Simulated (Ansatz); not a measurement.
## Electronic structure of BFGeH₆N₂O (SMILES N[B](O)[GeH]([NH2])[F]) in real space

The calculation's input:

```
crystal:
  periodic: [false, false, false]
  atoms:
    - { symbol: "N", position_ang: [-0.8559, -1.3068, 1.0184] }
    - { symbol: B, position_ang: [0.033, -0.0722, 1.0801] }
    - { symbol: O, position_ang: [0.5401, 0.3566, 2.3568] }
    - { symbol: Ge, position_ang: [0.6176, 0.948, -0.601] }
    - { symbol: "N", position_ang: [-0.2899, 0.1592, -2.0933] }
    - { symbol: F, position_ang: [0.0375, 2.6278, -0.4487] }
    - { symbol: H, position_ang: [-0.4472, -1.9506, 0.356] }
    - { symbol: H, position_ang: [-1.7514, -0.9108, 0.5583] }
    - { symbol: H, position_ang: [1.4212, -0.1362, 2.5117] }
    - { symbol: H, position_ang: [2.0829, 0.8781, -0.7614] }
    - { symbol: H, position_ang: [-1.3285, 0.1802, -1.8624] }
    - { symbol: H, position_ang: [0.0176, -0.8286, -2.0805] }
basis:
  gaussian: { orbitals: def2-SVP }
hamiltonian:
  xc: lda
relax:
  f_tol: 0.015
  max_steps: 40
output:
  orbitals: {}
```

Launched as:

```sh
ansatz run input.yaml --threads 2 --pin off --max-ram 3072MiB --backend cpu --events-out ev --progress --plain --runs-dir out
```

The fields are those of the relaxed geometry.

Theory: RKS LDA/def2-SVP (Ansatz).

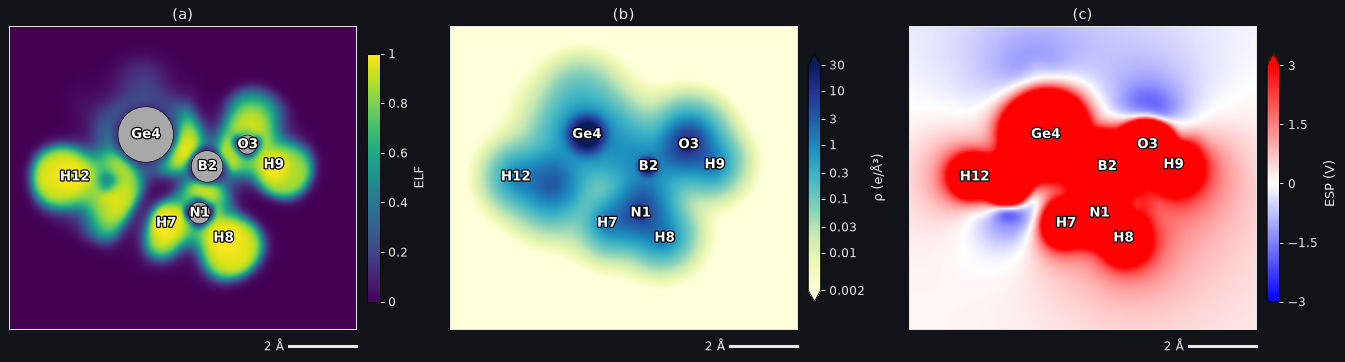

Figure 1. (a) electron localisation function; (b) total electron density; (c) electrostatic potential on the plane of atoms B2, O3 and H9. Grey discs cover the atomic cores in the ELF map.

> Interpret the plot.

- The plane passes through N, B, O, Ge and H nuclei.
- B–O (1.36 Å): ρ at the midpoint is about 2.1 e/Å³; the ELF peaks at about 0.90 between the atoms, as expected for a shared but strongly polarised pair.
- B–N (1.40 Å): ρ is about 1.9 e/Å³ halfway; the ELF peaks at about 0.90 between the atoms: a polar covalent bond.
- Ge–B (2.05 Å): ρ is about 0.78 e/Å³ halfway; the ELF peaks at about 0.95 between the atoms: a shared electron pair.
- O–H (0.98 Å): ρ at the midpoint is about 3.5 e/Å³; the ELF climbs to about 1 towards the hydrogen, as it does in any bond to H; an ordinary covalent bond to hydrogen.
- N–H (1.02 Å): the density is about 2.7 e/Å³ at the midpoint; the ELF climbs to about 1 towards the hydrogen (a covalent bond by its length).
- The ELF also peaks beside N5 and O3, away from the bonds: lone-pair regions.
- Outside the dense part of the molecule the potential is most negative (−1.8 V) near O3.

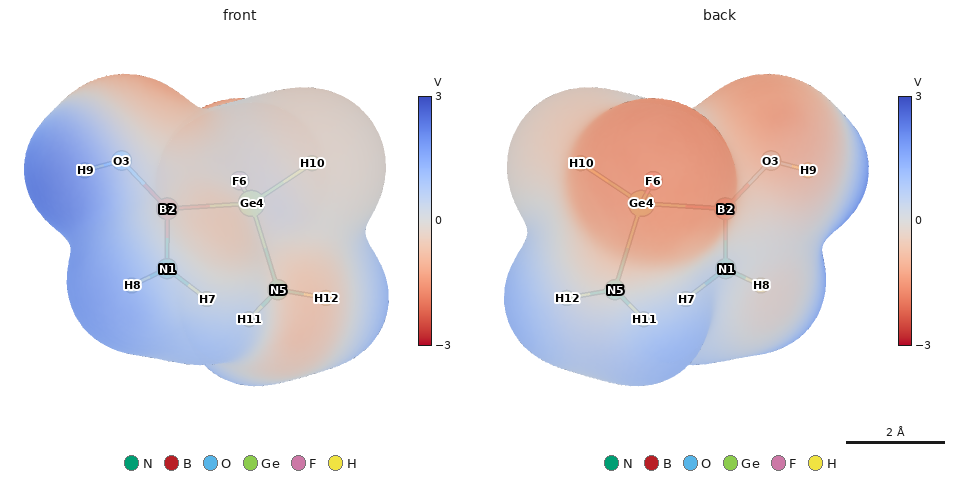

Figure 2. The molecular electrostatic potential painted on the density surface at 0.001 e/bohr³, seen from the front and from behind; the colour scale runs from red (negative) to blue (positive).

> Which sites attract a positive test charge, and which a negative one?

A positive charge is drawn to the negative regions and a negative charge to the positive ones. The most negative region (about −1.6 V) lies over F6, the most positive (about +2.2 V) over H9.

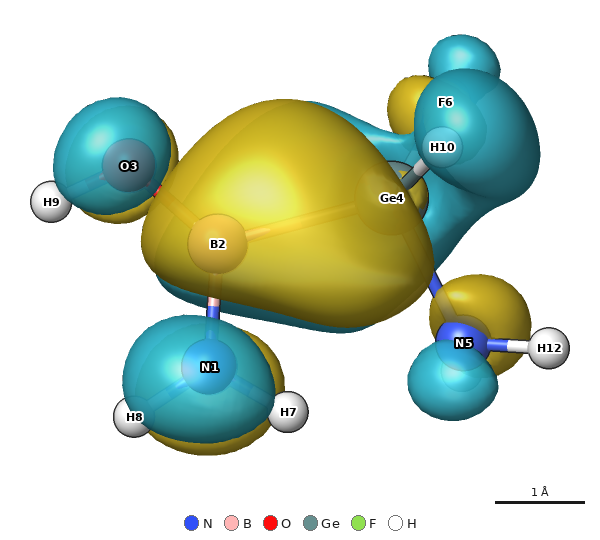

Figure 3. The LUMO at ±0.08 Å⁻³ᐟ² (yellow and cyan are the two phases), seen at a tilt.

> Describe this orbital and give its energy.

By Hirshfeld shares it lies mainly on Ge4 (about 30 %), B2 (about 30 %), N1 (about 15 %) and O3 (about 10 %). Its energy is −0.74 eV.
